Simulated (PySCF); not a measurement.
Molecule: SMILES C=CC=C. Atoms near the plane z = 0.0 Å, at the B3LYP/def2-SVP optimised geometry (x, y, z in Å): C1 (1.8, -0.6, 0.0), C2 (0.4, -0.6, 0.0), C3 (-0.4, 0.6, 0.0), C4 (-1.8, 0.6, 0.0), H5 (2.3, 0.3, 0.0), H6 (2.3, -1.5, 0.0), H7 (-0.1, -1.6, 0.0), H8 (0.1, 1.6, 0.0), H9 (-2.3, 1.5, 0.0), H10 (-2.3, -0.3, 0.0).

Calculation: B3LYP/def2-TZVP in PySCF. Cells within 0.4 Å of a nucleus heavier than hydrogen are left out (blank, or x). The values are rescaled to run from 0 to 1.

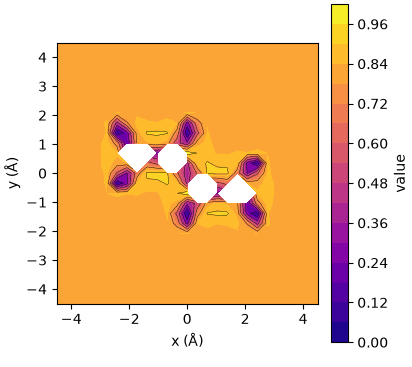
Figure: a field on the plane z = 0.0 Å.

Which quantity is mapped?
(A) electron localisation function
(B) deformation density (molecule minus spherical neutral atoms)
(C) log10 of the electron density
(D) Laplacian of the electron density

D, Laplacian of the electron density. In full: Laplacian of the electron density (e/bohr⁵), clipped to [-1.50, 1.50].
